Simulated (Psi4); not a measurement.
**PH2 (SMILES [PH2]) at UHF/cc-pVDZ (Cholesky decomposition, cholesky tolerance 1e-05, sweep point 7)**

Aim: the vertical ionisation energy of PH2 at UHF/cc-pVDZ (Cholesky decomposition, cholesky tolerance 1e-05, sweep point 7), from 2 runs. 

The results are computed with Psi4 1.11.

2 further runs of the same task are left out: 2 set aside as unsound or not needed. Runs told in other sessions of the task aren't counted.

### 1 Starting point

PH2 has 3 atoms, charge 0, and is taken as a doublet. SMILES: `[PH2]`. Geometry: relaxed at PBE0-D4/def2-TZVP.

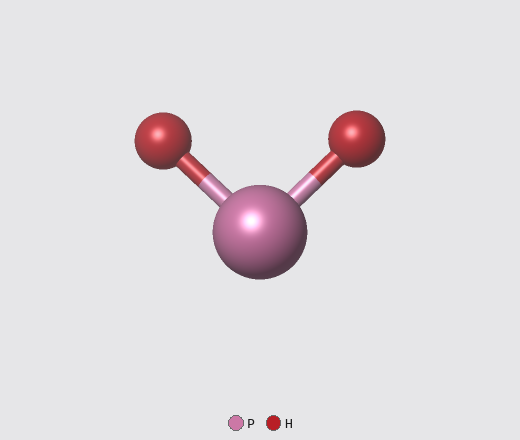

The structure, seen from a chosen angle (phosphorus pink, hydrogen red).

### 2 The energy at UHF/cc-pVDZ (Cholesky decomposition, cholesky tolerance 1e-05, sweep point 7)

Input file calc.in:

```
memory 1.6 GB

molecule geom {
  0 2
  P      0.525730    -0.309370     0.258210
  H      0.114640     1.051490     0.176750
  H     -0.640370    -0.742120    -0.434970
  symmetry c1
}

set {
  basis cc-pVDZ
  reference uhf
  puream true
  scf_type cd
  cholesky_tolerance 1e-05
  maxiter 100
}

energy("scf")
```

On the command line:

```bash
$ psi4 calc.in calc.out -n 1
```

calc.out (excerpt; [...] marks lines left out):

```text
[...]
  Running in c1 symmetry.
[...]
  Nuclear repulsion =   11.408385682516982
[...]
  Multiplicity = 2
[...]
  Nalpha       = 9
  Nbeta        = 8
[...]
    Number of basis functions: 28
[...]
   @UHF iter   1:  -341.85260410088995   -4.68537e-01   4.51975e-03 ADIIS/DIIS
[...]
   @UHF iter   9:  -341.87203192018518   -1.71781e-08   4.43311e-07 DIIS
[...]
   @S^2 Observed:                7.639995113E-01
[...]
    Orbital Energies [Eh]
    ---------------------
    Alpha Occupied:
       1A    -79.960729     2A     -7.502923     3A     -5.406998
       4A     -5.393812     5A     -5.392018     6A     -0.855653
       7A     -0.518985     8A     -0.427647     9A     -0.373910
    Alpha Virtual:
      10A      0.166847    11A      0.173960    12A      0.452807
      13A      0.472767    14A      0.575423    15A      0.583895
      16A      0.620985    17A      0.629174    18A      0.633178
      19A      0.717759    20A      0.762955    21A      0.989196
      22A      1.160841    23A      1.602409    24A      1.630426
      25A      1.726309    26A      1.817338    27A      2.265282
[...]
  @UHF Final Energy:  -341.87203192018518
   => Energetics <=
    Nuclear Repulsion Energy =             11.4083856825169825
    One-Electron Energy =                -495.4251669133699352
    Two-Electron Energy =                 142.1447493106677769
    Total Energy =                       -341.8720319201851225
  UHF NO Occupations:
  HONO-2 :    7  A 1.9993404
  HONO-1 :    8  A 1.9938450
  HONO-0 :    9  A 1.0000000
  LUNO+0 :   10  A 0.0061550
  LUNO+1 :   11  A 0.0006596
[...]
 Multipole Moments:
 ------------------------------------------------------------------------------------
     Multipole            Electronic (a.u.)      Nuclear  (a.u.)        Total (a.u.)
 ------------------------------------------------------------------------------------
 L = 1.  Multiply by 2.5417464519 to convert [e a0] to [Debye]
 Dipole X            :          1.3470225           -1.5940472           -0.2470247
 Dipole Y            :         -0.7155173            0.8467280            0.1312107
 Dipole Z            :          0.0000000           -0.0000000            0.0000000
 Magnitude           :                                                    0.2797096
[...]
```

Run time: 2.4 s. Hardware: 1 thread of AMD EPYC 7B13 (Zen 3), shared host; peak memory 0.3 GiB.

### 3 The singlet cation at the same level

Input file calc.in:

```
memory 1600 mb

molecule geom {
  1 1
  P      0.525730    -0.309370     0.258210
  H      0.114640     1.051490     0.176750
  H     -0.640370    -0.742120    -0.434970
  symmetry c1
}

set {
  basis cc-pVDZ
  puream true
  scf_type cd
  cholesky_tolerance 1e-05
}

result, w = energy('scf', return_wfn=True)
print_variables()
```

On the command line:

```bash
$ psi4 calc.in calc.out -n 1
```

calc.out (excerpt; [...] marks lines left out):

```text
[...]
  Running in c1 symmetry.
[...]
  Nuclear repulsion =   11.408385682516982
[...]
  Multiplicity = 1
[...]
  Nalpha       = 8
  Nbeta        = 8
[...]
    Number of basis functions: 28
[...]
   @RHF iter   1:  -341.49739405975669   -1.13327e-01   6.46047e-03 ADIIS/DIIS
[...]
   @RHF iter   7:  -341.52946503764622   -1.48458e-09   1.92219e-07 DIIS
[...]
    Orbital Energies [Eh]
    ---------------------
    Doubly Occupied:
       1A    -80.345365     2A     -7.879336     3A     -5.772280
       4A     -5.769216     5A     -5.768113     6A     -1.139853
       7A     -0.824794     8A     -0.729110
[...]
  @RHF Final Energy:  -341.52946503764622
   => Energetics <=
    Nuclear Repulsion Energy =             11.4083856825169825
    One-Electron Energy =                -489.4195617849714495
    Two-Electron Energy =                 136.4817110648082519
    Total Energy =                       -341.5294650376462187
[...]
 Multipole Moments:
 ------------------------------------------------------------------------------------
     Multipole            Electronic (a.u.)      Nuclear  (a.u.)        Total (a.u.)
 ------------------------------------------------------------------------------------
 L = 1.  Multiply by 2.5417464519 to convert [e a0] to [Debye]
 Dipole X            :          1.1363126           -1.5940472           -0.4577345
 Dipole Y            :         -0.6035924            0.8467280            0.2431355
 Dipole Z            :         -0.0000000           -0.0000000           -0.0000000
 Magnitude           :                                                    0.5183008
[...]
```

It took 2.4 s on 1 thread of AMD EPYC 7B13 (Zen 3), shared host; peak memory 0.32 GiB.

### 4 Outcome

At UHF/cc-pVDZ (Cholesky decomposition, cholesky tolerance 1e-05, sweep point 7):

```
                                          quantity          value
                         doublet PH2: total energy  -341.87203 Eh
                        doublet PH2: dipole moment         0.71 D
   doublet PH2: HOMO energy (highest over α and β)      -10.17 eV
    doublet PH2: LUMO energy (lowest over α and β)        1.32 eV
                                 doublet PH2: ⟨S²⟩          0.764
                      singlet cation: total energy  -341.52947 Eh
                       singlet cation: HOMO energy      -19.84 eV
                       singlet cation: LUMO energy       -8.53 eV
                     singlet cation: HOMO–LUMO gap       11.31 eV
vertical ionisation energy (to the singlet cation)       9.322 eV
```

In words: Removing an electron at fixed nuclei costs 9.32 eV (899 kJ/mol).
